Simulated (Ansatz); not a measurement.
## Au: pressure series

Consider Au in the fcc (Cu type) structure (space group Fm-3m, No. 225).

```xyz
1
Lattice="0.0000 2.0786 2.0786 2.0786 0.0000 2.0786 2.0786 2.0786 0.0000" Properties=species:S:1:pos:R:3 pbc="T T T"
Au     0.0000     0.0000     0.0000
```

Cell and atoms are relaxed at each pressure.

Method: PBE (Ansatz, a quantum-chemistry and plane-wave program; PAW; 420 eV plane waves; no spin-orbit coupling).

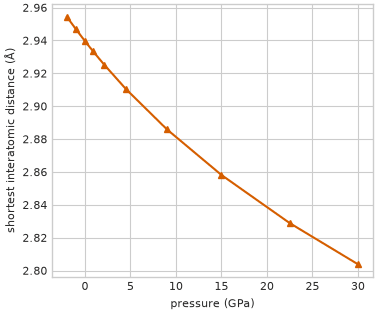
*Shortest interatomic distance against pressure*

**Question.** From the plot, what is the shortest interatomic distance for pressure 2.1 GPa?

**Answer.** About 2.93 Å.

**Question.** Is the trend monotonic over the range shown?

**Answer.** Yes, it falls throughout, spanning 280.4 pm to 295.4 pm.

Load acts through the strain it causes; cell and atoms are relaxed under it. Stability against distortions was not tested. No other phases were tried under pressure.
